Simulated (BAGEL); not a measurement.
# doublet BSiH4ClO+: levels of theory compared

We compute a comparison of 3 runs (UHF/STO-3G, UHF/3-21G, ROHF/6-31G*) of doublet BSiH4ClO+. 

The calculation is run with BAGEL 1.2.2.

1 further run of the same task is left out (set aside as unsound or not needed). Runs told in other sessions of the task aren't counted.

## 1. The system as given

The species is BSiH4ClO+ (8 atoms), meant as a doublet with charge +1. As SMILES of the parent species, `OB([SiH3])Cl`. The shape is that of a PBE0-D4/def2-TZVP optimisation. This is one conformer, not always the lowest. That shape belongs to the parent species and isn't relaxed for this state.

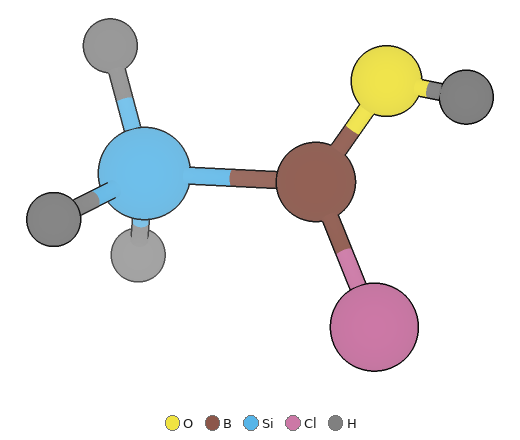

Viewed from a chosen angle; oxygen yellow, boron brown, silicon blue, chlorine pink, hydrogen grey.

## 2. The energy at UHF/STO-3G (density fitting with qzvpp-jkfit) (run 1)

Contents of job.json:

```json
{ "bagel": [

{
  "title": "molecule",
  "basis": "sto-3g",
  "df_basis": "qzvpp-jkfit",
  "angstrom": true,
  "geometry": [
    { "atom": "O", "xyz": [      -0.463400,       1.550900,      -0.888000 ] },
    { "atom": "B", "xyz": [      -0.138100,       0.255300,      -0.750100 ] },
    { "atom": "Si", "xyz": [       0.266300,      -0.556200,       1.058400 ] },
    { "atom": "Cl", "xyz": [      -0.059100,      -0.776800,      -2.196400 ] },
    { "atom": "H", "xyz": [      -0.632500,       1.816900,      -1.799600 ] },
    { "atom": "H", "xyz": [       0.148700,       0.439400,       2.155900 ] },
    { "atom": "H", "xyz": [       1.647900,      -1.109100,       1.049100 ] },
    { "atom": "H", "xyz": [      -0.677900,      -1.677400,       1.315000 ] }
  ]
},

{ "title": "uhf", "charge": 1, "nopen": 1 },

{ "title": "print", "file": "orbitals.molden", "orbitals": true }

]}
```

Launch:

```bash
BAGEL_NUM_THREADS=1 BAGEL job.json > job.out
```

Log:

```text
* using 1 threads per process

  ===============================================================
  ===============================================================

  *** Geometry ***

  { "atom" : "O", "xyz" : [     -0.875699,      2.930776,     -1.678077 ] },
  { "atom" : "B", "xyz" : [     -0.260971,      0.482447,     -1.417484 ] },
  { "atom" : "Si", "xyz" : [      0.503234,     -1.051066,      2.000086 ] },
  { "atom" : "Cl", "xyz" : [     -0.111683,     -1.467939,     -4.150594 ] },
  { "atom" : "H", "xyz" : [     -1.195252,      3.433443,     -3.400751 ] },
  { "atom" : "H", "xyz" : [      0.281002,      0.830346,      4.074061 ] },
  { "atom" : "H", "xyz" : [      3.114080,     -2.095895,      1.982512 ] },
  { "atom" : "H", "xyz" : [     -1.281045,     -3.169827,      2.484990 ] },

  Number of auxiliary basis functions:      480

  Since a DF basis is specified, we compute 2- and 3-index integrals:
    o Being stored without compression. Storage requirement is 0.004 GB

  Number of basis functions:       32
  Number of electrons      :       48

    * METHOD: MOLECULE                             0.18

  *** Open-shell HF ***

  === Nuclear Repulsion ===
   184.5032016099

      * DIIS with orbital gradients will be used.

  === UHF iteration (sto-3g) ===
      0       -840.35098917          0.03726571           0.05
      1       -840.47567634          0.01839707           0.05
      2       -840.49567047          0.00812917           0.05
      3       -840.50058224          0.00113532           0.05
      4       -840.50106213          0.00054805           0.05
      5       -840.50121033          0.00033522           0.05
      6       -840.50131787          0.00017487           0.05
      7       -840.50135027          0.00009624           0.05
      8       -840.50136331          0.00003943           0.05
      9       -840.50136533          0.00002315           0.05
     10       -840.50136630          0.00001003           0.05
     11       -840.50136648          0.00000429           0.05
     12       -840.50136653          0.00000201           0.05
     13       -840.50136654          0.00000131           0.05
     14       -840.50136655          0.00000059           0.05
     15       -840.50136655          0.00000032           0.05
     16       -840.50136655          0.00000016           0.05
     17       -840.50136655          0.00000007           0.05
     18       -840.50136655          0.00000004           0.05
     19       -840.50136655          0.00000002           0.05
     20       -840.50136655          0.00000001           0.05
    * SCF iteration converged.

    * S^2 (UHF) is 0.7600

    * Permanent dipole moment:
           (    0.027471,    -0.495807,    -0.785408) a.u.

    * METHOD: UHF                                  1.17

    * METHOD: PRINT                                0.00

  ===============================================================
```

Wall time 1.5 s (1 thread of Arm Neoverse V1, shared host).

## 3. A single-point energy at UHF/3-21G (density fitting with qzvpp-jkfit) (run 2)

Contents of calc.json:

```json
{ "bagel": [

{
  "title": "molecule",
  "basis": "3-21g",
  "df_basis": "qzvpp-jkfit",
  "angstrom": true,
  "geometry": [
    { "atom": "O", "xyz": [      -0.463400,       1.550900,      -0.888000 ] },
    { "atom": "B", "xyz": [      -0.138100,       0.255300,      -0.750100 ] },
    { "atom": "Si", "xyz": [       0.266300,      -0.556200,       1.058400 ] },
    { "atom": "Cl", "xyz": [      -0.059100,      -0.776800,      -2.196400 ] },
    { "atom": "H", "xyz": [      -0.632500,       1.816900,      -1.799600 ] },
    { "atom": "H", "xyz": [       0.148700,       0.439400,       2.155900 ] },
    { "atom": "H", "xyz": [       1.647900,      -1.109100,       1.049100 ] },
    { "atom": "H", "xyz": [      -0.677900,      -1.677400,       1.315000 ] }
  ]
},

{ "title": "uhf", "charge": 1, "nopen": 1 },

{ "title": "print", "file": "orbitals.molden", "orbitals": true }

]}
```

Launch:

```bash
BAGEL_NUM_THREADS=1 BAGEL calc.json > calc.out
```

Log:

```text
* using 1 threads per process

  ===============================================================
  ===============================================================

  *** Geometry ***

  { "atom" : "O", "xyz" : [     -0.875699,      2.930776,     -1.678077 ] },
  { "atom" : "B", "xyz" : [     -0.260971,      0.482447,     -1.417484 ] },
  { "atom" : "Si", "xyz" : [      0.503234,     -1.051066,      2.000086 ] },
  { "atom" : "Cl", "xyz" : [     -0.111683,     -1.467939,     -4.150594 ] },
  { "atom" : "H", "xyz" : [     -1.195252,      3.433443,     -3.400751 ] },
  { "atom" : "H", "xyz" : [      0.281002,      0.830346,      4.074061 ] },
  { "atom" : "H", "xyz" : [      3.114080,     -2.095895,      1.982512 ] },
  { "atom" : "H", "xyz" : [     -1.281045,     -3.169827,      2.484990 ] },

  Number of auxiliary basis functions:      480

  Since a DF basis is specified, we compute 2- and 3-index integrals:
    o Being stored without compression. Storage requirement is 0.010 GB

  Number of basis functions:       52
  Number of electrons      :       48

    * METHOD: MOLECULE                             0.19

  *** Open-shell HF ***

  === Nuclear Repulsion ===
   184.5032016099

      * DIIS with orbital gradients will be used.

  === UHF iteration (3-21g) ===
      0       -845.53002736          0.04559615           0.09
      1       -845.64419082          0.03158655           0.09
      2       -845.67287328          0.02072889           0.08
      3       -845.69096468          0.00114100           0.08
      4       -845.69134775          0.00062360           0.09
      5       -845.69147496          0.00026840           0.09
      6       -845.69152985          0.00019537           0.09
      7       -845.69156920          0.00014319           0.09
      8       -845.69160530          0.00008666           0.09
      9       -845.69161896          0.00003191           0.10
     10       -845.69162058          0.00001570           0.09
     11       -845.69162099          0.00000849           0.09
     12       -845.69162129          0.00000394           0.09
     13       -845.69162136          0.00000267           0.09
     14       -845.69162139          0.00000166           0.09
     15       -845.69162140          0.00000082           0.09
     16       -845.69162140          0.00000036           0.09
     17       -845.69162140          0.00000016           0.09
     18       -845.69162140          0.00000009           0.09
     19       -845.69162140          0.00000006           0.09
     20       -845.69162140          0.00000004           0.09
     21       -845.69162140          0.00000002           0.09
     22       -845.69162140          0.00000001           0.09
     23       -845.69162140          0.00000001           0.09
    * SCF iteration converged.

    * S^2 (UHF) is 0.7643

    * Permanent dipole moment:
           (    0.010245,    -0.273427,    -0.473611) a.u.

    * METHOD: UHF                                  2.26

    * METHOD: PRINT                                0.01

  ===============================================================
```

It took 2.6 s on 1 thread of Arm Neoverse V1, shared host.

## 4. A single-point energy at ROHF/6-31G(d) (density fitting with qzvpp-jkfit, spherical functions) (run 3)

Contents of input.json:

```json
{ "bagel" : [

{
  "title" : "molecule",
  "basis" : "6-31gs.json",
  "df_basis" : "qzvpp-jkfit",
  "angstrom" : true,
  "geometry" : [
    { "atom" : "O", "xyz" : [   -0.463400,    1.550900,   -0.888000 ] },
    { "atom" : "B", "xyz" : [   -0.138100,    0.255300,   -0.750100 ] },
    { "atom" : "Si", "xyz" : [    0.266300,   -0.556200,    1.058400 ] },
    { "atom" : "Cl", "xyz" : [   -0.059100,   -0.776800,   -2.196400 ] },
    { "atom" : "H", "xyz" : [   -0.632500,    1.816900,   -1.799600 ] },
    { "atom" : "H", "xyz" : [    0.148700,    0.439400,    2.155900 ] },
    { "atom" : "H", "xyz" : [    1.647900,   -1.109100,    1.049100 ] },
    { "atom" : "H", "xyz" : [   -0.677900,   -1.677400,    1.315000 ] }
  ]
},
{ "title" : "rohf", "charge" : 1, "nopen" : 1 },
{ "title" : "print", "file" : "orbitals.molden", "orbitals" : true }

]}
```

The basis set 6-31G* is read from a file made from the Basis Set Exchange's data (not shown).

Launch:

```bash
BAGEL_NUM_THREADS=1 BAGEL input.json > input.out
```

Log:

```text
* using 1 threads per process

  ===============================================================
  ===============================================================

  *** Geometry ***

  { "atom" : "O", "xyz" : [     -0.875699,      2.930776,     -1.678077 ] },
  { "atom" : "B", "xyz" : [     -0.260971,      0.482447,     -1.417484 ] },
  { "atom" : "Si", "xyz" : [      0.503234,     -1.051066,      2.000086 ] },
  { "atom" : "Cl", "xyz" : [     -0.111683,     -1.467939,     -4.150594 ] },
  { "atom" : "H", "xyz" : [     -1.195252,      3.433443,     -3.400751 ] },
  { "atom" : "H", "xyz" : [      0.281002,      0.830346,      4.074061 ] },
  { "atom" : "H", "xyz" : [      3.114080,     -2.095895,      1.982512 ] },
  { "atom" : "H", "xyz" : [     -1.281045,     -3.169827,      2.484990 ] },

  Number of auxiliary basis functions:      480

  Since a DF basis is specified, we compute 2- and 3-index integrals:
    o Being stored without compression. Storage requirement is 0.020 GB

  Number of basis functions:       72
  Number of electrons      :       48

    * METHOD: MOLECULE                             0.24

  *** Open-shell HF ***

  === Nuclear Repulsion ===
   184.5032016099

      * DIIS with orbital gradients will be used.

  === ROHF iteration (6-31gs.json) ===
      0       -849.77141579          0.04028465           0.14
      1       -849.89662782          0.02883802           0.13
      2       -849.93657966          0.01905991           0.12
      3       -849.96716027          0.00157131           0.12
      4       -849.96790818          0.00070622           0.13
      5       -849.96821370          0.00041370           0.14
      6       -849.96835453          0.00019875           0.14
      7       -849.96843977          0.00009343           0.13
      8       -849.96848703          0.00003818           0.13
      9       -849.96850447          0.00001702           0.14
     10       -849.96851306          0.00000761           0.14
     11       -849.96851461          0.00000347           0.13
     12       -849.96851560          0.00000171           0.14
     13       -849.96851562          0.00000064           0.13
     14       -849.96851574          0.00000038           0.13
     15       -849.96851574          0.00000024           0.14
     16       -849.96851573          0.00000015           0.13
     17       -849.96851575          0.00000008           0.13
     18       -849.96851577          0.00000005           0.13
     19       -849.96851577          0.00000003           0.13
     20       -849.96851578          0.00000001           0.13
     21       -849.96851578          0.00000001           0.13
    * SCF iteration converged.

    * S^2 (ROHF) is 0.7500

    * Permanent dipole moment:
           (   -0.035919,    -0.185570,    -0.692290) a.u.

    * METHOD: ROHF                                 3.14

    * METHOD: PRINT                                0.01

  ===============================================================
```

Wall time 3.6 s (1 thread of Arm Neoverse V1, shared host); peak memory 0.1 GiB.

## 5. All runs side by side

```tsv
run	level	energy (Eh)	⟨S²⟩	wall time
1	UHF/STO-3G (density fitting with qzvpp-jkfit)	-840.501367	0.760	1.5 s
2	UHF/3-21G (density fitting with qzvpp-jkfit)	-845.691621	0.764	2.6 s
3	ROHF/6-31G* (density fitting with qzvpp-jkfit, spherical functions)	-849.968516	0.750	3.6 s
```

## 6. Outcome

| quantity | value |
| --- | --- |
| run 3: total energy | -849.96852 Eh |
| run 3: ⟨S²⟩ | 0.750 |

What this shows: In run 1 the basis is minimal, so the values are rough. All runs together took 7.7 s, the longest 3.6 s.
